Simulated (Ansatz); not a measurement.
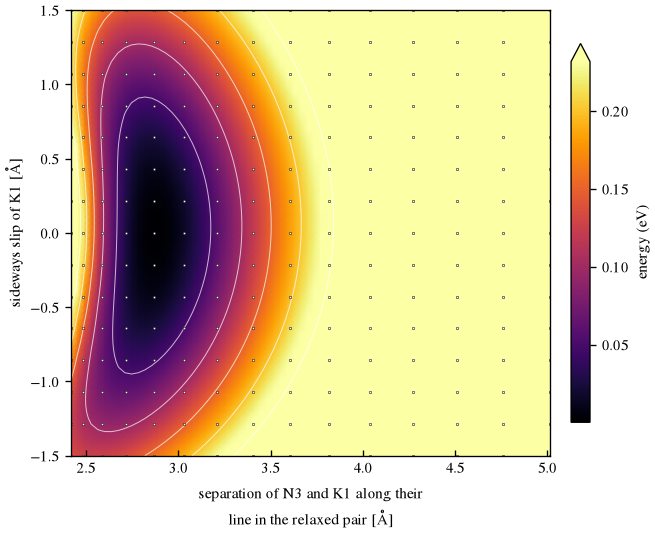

H₅KNSi, charge +1. 
- First axis: separation of N3 and K1 along their line in the relaxed pair. Second axis: sideways slip of K1.
- Nothing is relaxed (both partners rigid).
- The grid has 15 × 15 points.
- Points are written as (first, second).
- All energies are given in eV relative to the lowest grid point.
- Computed with RHF/def2-SVPD in Ansatz 0.2.0.

In the figure: a smooth colour map with a few white contour lines, dots at the grid points, one colour for all values above the top of the scale. Between grid points the surface is interpolated.

Where is the minimum, and how stiff is the well along each coordinate?

The interpolated minimum is at the first coordinate ≈ 2.878 Å, sideways slip of K1 ≈ −0.001 Å. The curvatures there are about 1.6 eV/Å² and 0.11 eV/Å², with a cross term of about −0.03 eV/Å². Round the minimum the two coordinates are weakly coupled (coupling −0.07 in units of the two stiffnesses).
